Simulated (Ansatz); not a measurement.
**Computed against measured: atomisation enthalpy at 298 K**

8 molecules with open shells; the atomisation enthalpy at 298 K in kJ/mol, computed less measured. Shapes, held fixed at every level: PBE0-D4/def2-TZVP. Flexible molecules stand in one conformer, not always the lowest. Thermal terms are harmonic and unscaled (PBE0-D4/def2-TZVP); the spin-orbit lowering of the free atoms is taken from their spectra. Programs: Ansatz 0.2.0. Measured values: Active Thermochemical Tables.

Levels: A = HF/def2-TZVPP; B = r2SCAN-D4/def2-TZVPP; C = r2SCAN0-D4/def2-TZVPP; D = wB97X-V/def2-TZVPP.

| molecule | from tabulated heats | A | B | C | D |
| --- | --- | --- | --- | --- | --- |
| N2H (dinitrogen monohydride) | 913 | -500 | -2 | -57 | +25 |
| C2HO (ethynyloxy radical) | 1723 | -588 | +45 | -28 | +1 |
| CH2N (SMILES C=[N]) | 1387 | -455 | +8 | -30 | +9 |
| CH3 (SMILES [CH3]) | 1224 | -273 | +15 | +7 | -5 |
| CH3O (hydroxymethyl radical) | 1636 | -505 | +15 | -20 | 0 |
| N2H3 (hydrazinyl radical) | 1374 | -614 | +2 | -42 | +29 |
| C3H3 (propargyl radical) | 2453 | -646 | +31 | -16 | -12 |
| C2H5O (SMILES CC[O]) | 2784 | -753 | +28 | -14 | +14 |

(1) Sum up the errors.

## Answers

(1) 
| level | kind | mean error | mean absolute error | worst case |
| --- | --- | --- | --- | --- |
| HF/def2-TZVPP | Hartree–Fock | -541.8 | 541.8 | C2H5O |
| r2SCAN-D4/def2-TZVPP | meta-GGA | +17.8 | 18.2 | C2HO |
| r2SCAN0-D4/def2-TZVPP | global hybrid | -25.0 | 26.8 | N2H |
| wB97X-V/def2-TZVPP | range-separated hybrid | +7.6 | 11.9 | N2H3 |

On this set wB97X-V/def2-TZVPP has the smallest mean absolute error and HF/def2-TZVPP the largest. HF/def2-TZVPP is too low in 8 of 8; r2SCAN-D4/def2-TZVPP is too high in 7 of 8; r2SCAN0-D4/def2-TZVPP is too low in 7 of 8. For r2SCAN-D4/def2-TZVPP the error grows with the size of the molecule. Hartree–Fock lacks correlation and underbinds. Spin contamination: N2H (⟨S²⟩ up to 0.85), C2HO (⟨S²⟩ up to 0.81), CH2N (⟨S²⟩ up to 0.93), C3H3 (⟨S²⟩ up to 0.96). Open shells run unrestricted. The set is small.

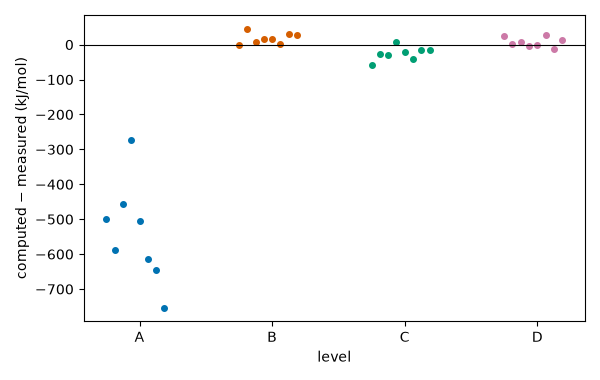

Errors of each level, one point a molecule.
